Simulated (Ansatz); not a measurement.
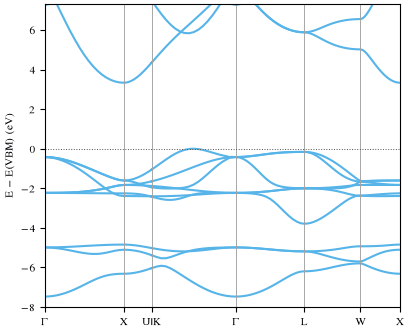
Fig. 1. Band structure from r²SCAN in the plane-wave PAW code Ansatz

Task: Read off the gap and where the band edges lie.

Result: About 3.3 eV (3.33 eV by a search for the band edges); maximum on the K–Γ line, 50 % of the way from K, minimum at X.

Task: Which of these materials gives this?
A) Li2S, anti-fluorite
B) K2LiRhF6, Fm-3m (K on 8c, Li on 4b, Rh on 4a, F on 24e)
C) Li2H6Pt, Fm-3m (Li on 8c, H on 24e, Pt on 4a)
D) NaH, rock salt

Result: C, Li2H6Pt, Fm-3m (Li on 8c, H on 24e, Pt on 4a)

The workflow started from a Materials Project entry (that database holds measured and hypothetical structures alike); the Crystallography Open Database copy checked does not list it. Whether it is the stable phase at ambient conditions was not checked. Symmetry was held in the r²SCAN relaxation; whether a distortion lowers the energy is not shown. No spin polarisation was allowed. Scalar-relativistic: spin–orbit coupling is off unless named, which matters more the heavier the elements.

Potentials: the later of the program's two PAW sets.
